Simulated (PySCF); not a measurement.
**C2HCl2F3 (2,2-Dichloro-1,1,1-trifluoroethane): levels of theory compared**

We compute a comparison of 3 runs (HF/3-21G, HF/def2-SVP, PBE0/def2-SVP) of C2HCl2F3 (2,2-Dichloro-1,1,1-trifluoroethane). The job is set up through a Python script.

Program for the calculation: PySCF 2.14.0.

## (1) The structure to begin with

C2HCl2F3: 8 atoms, total charge 0, spin state singlet. SMILES: `FC(F)(F)C(Cl)Cl`. The coordinates come from a PBE0-D4/def2-TZVP relaxation.

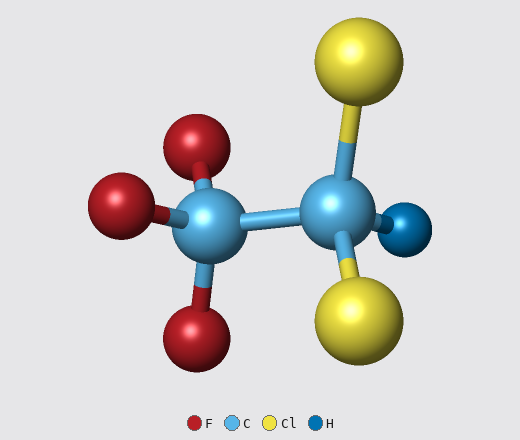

Viewed from a chosen angle; fluorine red, carbon blue, chlorine yellow, hydrogen blue.

## (2) Energy and forces at HF/3-21G (run 1)

Input file input.py:

```python
import pyscf.grad
from pyscf import gto, scf

mol = gto.Mole()
mol.atom = '''
F   -0.219880  -1.335100   1.156620
C    0.179750  -0.765020   0.020570
F    1.491790  -0.966290  -0.095440
F   -0.429870  -1.366410  -0.989900
C   -0.109700   0.739490   0.067610
Cl  -1.826720   1.018760   0.311060
Cl   0.489820   1.517250  -1.388840
H    0.424790   1.157290   0.918320
'''
mol.max_memory = 1860
mol.spin = 0
mol.basis = '3-21g'
mol.verbose = 4
mol.build()

calc0 = scf.RHF(mol)
calc0.conv_tol = 1e-10
calc0.kernel()
if not calc0.converged:
    calc0 = calc0.newton().run(calc0.mo_coeff, calc0.mo_occ)

e_tot = calc0.e_tot
print('E = %.10f Eh' % e_tot)
grad = calc0.Gradients().kernel()
calc0.analyze()
```

Command:

```
$ OMP_NUM_THREADS=1 python input.py
```

The log of the run:

```text
PySCF version 2.14.0

[... 88 lines left out ...]
MO #3   energy= -26.2436816758248  occ= 2
[... 9 lines left out ...]
MO #13  energy= -8.00353494953149  occ= 2
[... 9 lines left out ...]
MO #23  energy= -0.848341986383259 occ= 2
[... 9 lines left out ...]
MO #33  energy= -0.610569388138133 occ= 2
[... 9 lines left out ...]
MO #43  energy= 0.404991988743878  occ= 0
[... 9 lines left out ...]
MO #53  energy= 0.911335486823235  occ= 0
[... 9 lines left out ...]
MO #63  energy= 2.17674510705444   occ= 0
[... 9 lines left out ...]
MO #73  energy= 4.64045241045033   occ= 0
[... 84 lines left out ...]
Dipole moment(X, Y, Z, Debye):  0.65659,  1.01607,  1.19373
```

It took 4.2 s on 1 thread of Intel Xeon at 2.70GHz, shared host; peak memory 0.15 GiB.

## (3) Energy and forces at HF/def2-SVP (run 2)

Input file mol.xyz:

```xyz
8
C2HCl2F3
F     -0.219880    -1.335100     1.156620
C      0.179750    -0.765020     0.020570
F      1.491790    -0.966290    -0.095440
F     -0.429870    -1.366410    -0.989900
C     -0.109700     0.739490     0.067610
Cl    -1.826720     1.018760     0.311060
Cl     0.489820     1.517250    -1.388840
H      0.424790     1.157290     0.918320
```

Input file calc.py:

```python
from pyscf import gto

mol = gto.M(
    atom='mol.xyz',
    max_memory=1860,
    verbose=3,
    spin=0,
    basis='def2-svp',
)

mf = mol.RHF()
mf.conv_tol = 1e-10
mf.kernel()
if not mf.converged:
    mf = mf.newton().run(mf.mo_coeff, mf.mo_occ)

etot = mf.e_tot
print(f'total energy: {etot:.8f} hartree')
grad = mf.nuc_grad_method().kernel()
dip = mf.dip_moment()
pop, q = mf.mulliken_pop()
```

Command:

```
$ OMP_NUM_THREADS=1 python calc.py
```

The log of the run:

```text
converged SCF energy = -1293.03789209215
total energy: -1293.03789209 hartree
[... 8 lines left out ...]
Dipole moment(X, Y, Z, Debye):  0.44040,  1.21236,  0.95669
[... 120 lines left out ...]
charge of    7H =      0.14008
```

Run time: 23 s. Hardware: 1 thread of Intel Xeon at 2.70GHz, shared host; peak memory 0.26 GiB.

## (4) Energy and forces at PBE0/def2-SVP (run 3)

Input file job.py:

```python
# 2,2-Dichloro-1,1,1-trifluoroethane
import pyscf.grad
from pyscf import gto, dft

system = gto.M(
    atom='''
F       -0.219880      -1.335100       1.156620
C        0.179750      -0.765020       0.020570
F        1.491790      -0.966290      -0.095440
F       -0.429870      -1.366410      -0.989900
C       -0.109700       0.739490       0.067610
Cl      -1.826720       1.018760       0.311060
Cl       0.489820       1.517250      -1.388840
H        0.424790       1.157290       0.918320
''',
    max_memory=1860,
    verbose=4,
    basis='def2-svp',
    charge=0,
)

mf = dft.RKS(system)
mf.xc = 'pbe0'
mf.grids.level = 5
mf.conv_tol = 1e-10
mf.kernel()
if not mf.converged:
    mf = mf.newton().run(mf.mo_coeff, mf.mo_occ)

energy = mf.e_tot
print('E(%s) = %.9f' % ('PBE0', energy))
grad = mf.Gradients().kernel()
mf.analyze()
```

Command:

```
$ OMP_NUM_THREADS=1 python job.py
```

The log of the run:

```text
PySCF version 2.14.0

[... 96 lines left out ...]
Two-electron Coulomb Energy =         1082.431017140840595
[... 15 lines left out ...]
MO #13  energy= -7.29028592153635  occ= 2
[... 13 lines left out ...]
MO #27  energy= -0.511224757671645 occ= 2
[... 13 lines left out ...]
MO #41  energy= 0.164514270429728  occ= 0
[... 13 lines left out ...]
MO #55  energy= 0.713684610261369  occ= 0
[... 13 lines left out ...]
MO #69  energy= 1.0801375960536    occ= 0
[... 13 lines left out ...]
MO #83  energy= 1.6253409588201    occ= 0
[... 13 lines left out ...]
MO #97  energy= 2.99230450379107   occ= 0
[... 13 lines left out ...]
MO #111 energy= 3.86334871668801   occ= 0
[... 122 lines left out ...]
Dipole moment(X, Y, Z, Debye):  0.42100,  0.93409,  0.84851
```

Wall time 82 s (1 thread of Intel Xeon at 2.70GHz, shared host); peak memory 1.1 GiB.

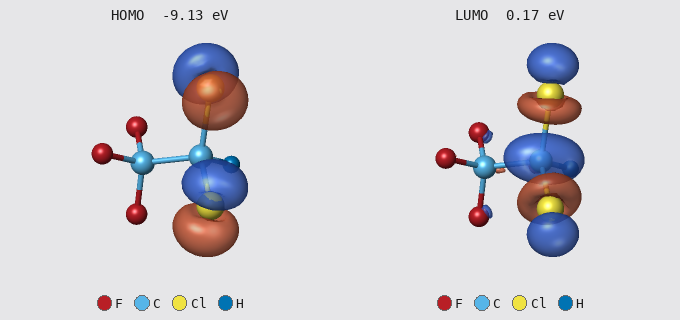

Frontier orbitals of this run, surfaces at ±0.2 Å^-3/2.

## (5) Overview of the runs

| run | level | integration grid | energy (Eh) | dipole moment (D) | HOMO energy (eV) | LUMO energy (eV) | wall time |
| --- | --- | --- | --- | --- | --- | --- | --- |
| 1 | HF/3-21G | – | -1287.181526 | 1.70 | -12.93 | 3.71 | 4.2 s |
| 2 | HF/def2-SVP | – | -1293.037892 | 1.61 | -12.64 | 4.48 | 23 s |
| 3 | PBE0/def2-SVP | 5 | -1295.497501 | 1.33 | -9.13 | 0.17 | 82 s |

## (6) What came out

| quantity | value |
| --- | --- |
| run 3: total energy | -1295.49750 Eh |
| run 3: dipole moment | 1.33 D |
| run 3: HOMO energy | -9.13 eV |
| run 3: LUMO energy | 0.17 eV |
| run 3: HOMO–LUMO gap | 9.30 eV |
| run 3: largest force on an atom | 0.337 eV/Å |

**Reading.** The dipole moment (its size) runs from 1.33 D (PBE0/def2-SVP) to 1.70 D (HF/3-21G). The two ends differ in method and basis. The HOMO–LUMO gap runs from 9.30 eV (PBE0/def2-SVP) to 17.12 eV (HF/def2-SVP). Exact exchange widens orbital gaps. All runs together took 1.8 min, the longest 82 s.
